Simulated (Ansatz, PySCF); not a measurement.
Dissociation curve of AlCl₃, SMILES [Cl][Al]([Cl])[Cl]. The Al1–Cl4 bond (Al1 also carries Cl, Cl; Cl4 carries nothing else) is varied alone, starting from the PBE0/def2-TZVP optimised geometry.

```
4

Al     0.0000     0.0000     0.0000
Cl     0.0000     1.7928    -1.0346
Cl     0.0018    -1.7923    -1.0355
Cl     0.0000     0.0000     2.0699
```

Levels of theory: UMP2/3-21G = unrestricted MP2 (frozen core)/3-21G (PySCF 2.14.0); UCCSD = CCSD on UHF/cc-pVTZ, frozen core in Ansatz (a program for electronic structure); UKS-B3LYP/6-31G* = unrestricted B3LYP/6-31G*, spherical d (PySCF); UMP2 = MP2 on UHF/cc-pVTZ, frozen core run with Ansatz; RCCSD = CCSD on RHF/cc-pVTZ, frozen core run with Ansatz.

Energies are in mEh, each relative to the lowest point of its own curve near equilibrium.

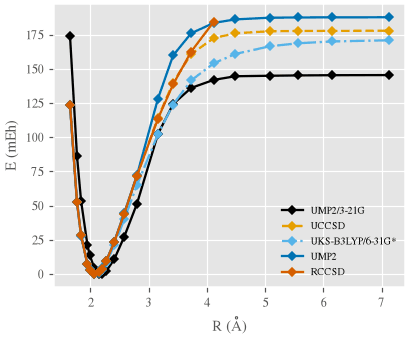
Figure: Energy against bond length for each method.

| R / Å | UMP2/3-21G | UCCSD | UKS-B3LYP/6-31G* | UMP2 | RCCSD |
|---|---|---|---|---|---|
| 1.65 | 173.7 | 123.5 | 123.2 | 123.2 | 123.5 |
| 1.77 | 86.1 | 52.5 | 52.8 | 52.2 | 52.5 |
| 1.84 | 53.4 | 28.1 | 28.6 | 28.0 | 28.1 |
| 1.95 | 20.9 | 7.0 | 7.4 | 6.9 | 7.0 |
| 1.99 | 13.5 | 3.2 | 3.5 | 3.1 | 3.2 |
| 2.07 | 4.1 | 0.0 | 0.0 | 0.0 | 0.0 |
| 2.15 | 0.2 | 1.4 | 1.0 | 1.4 | 1.4 |
| 2.20 | 0.0 | 3.9 | 3.2 | 4.0 | 3.9 |
| 2.27 | 1.8 | 9.1 | 7.9 | 9.3 | 9.1 |
| 2.41 | 10.8 | 23.3 | 20.9 | 23.5 | 23.3 |
| 2.58 | 27.1 | 44.0 | 39.8 | 44.3 | 44.0 |
| 2.80 | 51.4 | 71.8 | 65.1 | 72.3 | 71.8 |
| 3.16 | 102.3 | 114.3 | 102.1 | 128.1 | 113.5 |
| 3.42 | 124.2 | 139.9 | 123.8 | 159.7 | 138.5 |
| 3.73 | 136.0 | 160.8 | 141.5 | 175.9 | 162.5 |
| 4.12 | 141.9 | 172.4 | 154.0 | 183.5 | 184.4 |
| 4.49 | 144.5 | 175.9 | 160.8 | 186.1 | — |
| 5.08 | 144.9 | 177.4 | 166.4 | 187.3 | — |
| 5.56 | 145.1 | 177.6 | 168.6 | 187.5 | — |
| 6.14 | 145.3 | 177.7 | 169.9 | 187.6 | — |
| 7.13 | 145.4 | 177.8 | 170.8 | 187.6 | — |

At the longest distance, 7.13 Å, UMP2 lies highest above its minimum (187.6 mEh) and UMP2/3-21G lowest (145.4 mEh).

Dashes: no converged value, or the column stops at the first point that the program doubted or that broke a chosen test of continuity, which isn't proof of a fault.

The unrestricted determinant behind UMP2/3-21G, UCCSD, UMP2 is spin-contaminated at 3.16 to 7.13 Å (<S²> up to 1.0, against 0.00 for a pure singlet). The unrestricted determinant behind UKS-B3LYP/6-31G* is spin-contaminated at 3.42 to 7.13 Å (<S²> up to 0.9, against 0.00 for a pure singlet). The T1 diagnostic of CCSD on the restricted reference of RCCSD exceeds 0.045 at 4.12 to 7.13 Å.
